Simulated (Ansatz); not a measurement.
The parent structure is ZrO2 (space group P2_1/c, No. 14; a = 5.1543 Å, b = 5.2257 Å, c = 5.3313 Å, α = γ = 90.00°, β = 99.41°).

It is then changed as follows: every Zr is replaced by Hf, then cell and atoms are relaxed.

Level of theory: Ansatz (a program for electronic structure) r2SCAN, no SOC.

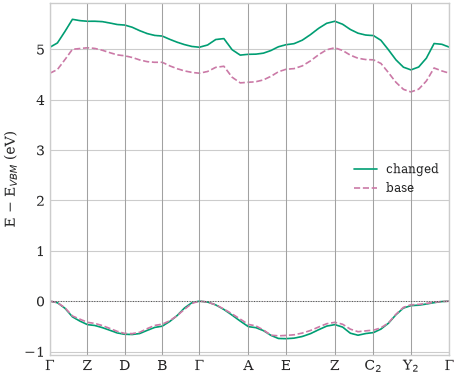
Fig. 1. Highest valence and lowest conduction band along the path, each from its own valence-band maximum

Question: From the figure, how large is the changed gap, and is it direct?

Answer: About 4.6 eV, indirect, Γ → Y₂.

With Hf present, leaving out spin-orbit coupling can change the band edges. No phonon test of stability was made.
